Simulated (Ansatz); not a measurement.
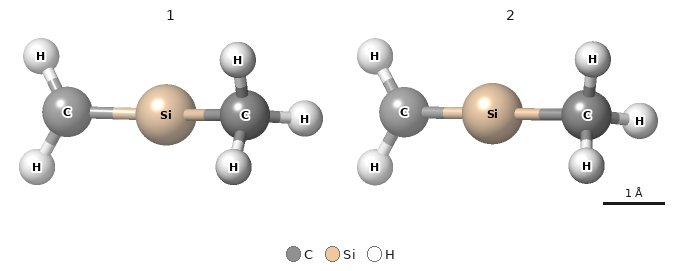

Two geometries of C2H5Si (charge +1), drawn at one scale. One is the start of a relaxation, the other its converged end. The picture is a ball-and-stick view, seen from a free direction.

All numbers below come from RKS PBE0-D4/def2-TZVP in Ansatz. Set-up: force threshold 0.005 eV/Å; at most 200 steps.

Which geometry has the lower energy?

Answer. Structure 1 is the relaxed one. Over 20 accepted moves (23 points after the start) the energy falls by 0.171 eV. Largest force component: 1.4 eV/Å at the start, 0.0044 eV/Å at the end. The line search rejected the trial steps at points 4, 10, 22 of the run. The atom that moves furthest after the best rigid fit is the Si atom (0.41 Å). By element the largest moves are Si 0.41 Å, H 0.26 Å, C 0.20 Å. Near-neighbour distances that change, for instance: C–Si 1.738 → 1.687 Å, C–Si 1.857 → 1.826 Å, C–H 1.098 → 1.090 Å. Among the angles between lasting bonds that change: C–Si–C 179.8° → 149.2°, Si–C–H 110.8° → 107.2°, H–C–H 108.0° → 110.9°.
